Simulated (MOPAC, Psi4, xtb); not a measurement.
Intermolecular potential of H4O4Si ··· H3ClSi (SMILES O[Si](O)(O)O and [SiH3]Cl). Monomers: optimised at B3LYP-D3(BJ) (def2-TZVP), held rigid. Orientation: lowest of the rigid-body minima from ten starts at GFN2-xTB. R is the distance of the centres of mass, along which the second monomer moves.

Geometry at R = 3.89 Å (first 9 atoms: monomer A):
```
14

O      1.3309    -0.7809    -0.5423
Si     0.0001    -0.0003     0.0001
O     -0.3387    -0.1948     1.5882
O      0.2774     1.5961    -0.2220
O     -1.2691    -0.6213    -0.8234
H      2.1808    -0.3629    -0.3828
H     -0.7936    -1.0007     1.8451
H     -0.2610     2.2102     0.2835
H     -1.1267    -0.8454    -1.7464
Si    -3.7615    -1.6398     0.4487
Cl    -2.3876    -2.6746     1.5939
H     -3.6051    -2.0554    -0.9587
H     -3.4965    -0.1951     0.5921
H     -5.1162    -1.9661     0.9350
```

- GFN1-xTB (xtb)
- AM1, restricted, heats of formation (MOPAC)
- BLYP/def2-TZVP, counterpoise-corrected (Psi4)
- SAPT0/jun-cc-pVDZ, frozen core (Psi4)
- PBE-D3(BJ)/def2-TZVP, counterpoise-corrected (Psi4)

Interaction energies in kJ/mol (negative: bound); R is the distance of the centres of mass, d the H7···Cl11 distance.

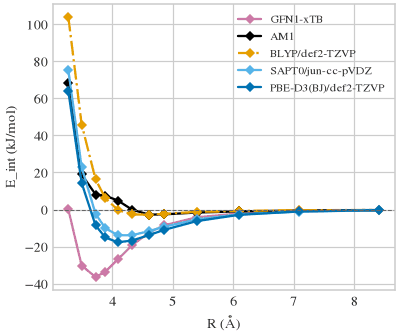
Figure. Interaction energy against separation.

```tsv
R / Å	d / Å	GFN1-xTB	AM1	BLYP/def2-TZVP	SAPT0/jun-cc-pVDZ	PBE-D3(BJ)/def2-TZVP
3.28	1.79	0.04	68.02	104.00	75.19	63.87
3.50	1.98	-30.30	18.90	45.87	22.74	14.30
3.73	2.18	-36.44	8.09	16.26	-2.34	-8.58
3.89	2.33	-33.58	7.52	6.11	-10.09	-15.10
4.10	2.52	-26.83	4.79	-0.26	-13.90	-17.68
4.33	2.73	-19.36	-0.04	-2.61	-13.89	-16.76
4.61	3.00	-12.49	-2.77	-2.84	-11.67	-13.82
4.86	3.23	-8.52	-2.62	-2.33	-9.32	-11.01
5.40	3.75	-4.22	-1.63	-1.29	-5.34	-6.25
6.10	4.43	-2.12	-1.01	-0.75	-2.62	-2.88
7.09	5.40	-0.98	-0.54	-0.43	-1.09	-1.05
8.41	6.71	-0.43	-0.28	-0.19	-0.42	-0.37
```

Lowest grid point: GFN1-xTB -36.44 kJ/mol at R = 3.73 Å; AM1 -2.77 kJ/mol at R = 4.61 Å; BLYP/def2-TZVP -2.84 kJ/mol at R = 4.61 Å; SAPT0/jun-cc-pVDZ -13.90 kJ/mol at R = 4.10 Å; PBE-D3(BJ)/def2-TZVP -17.68 kJ/mol at R = 4.10 Å.
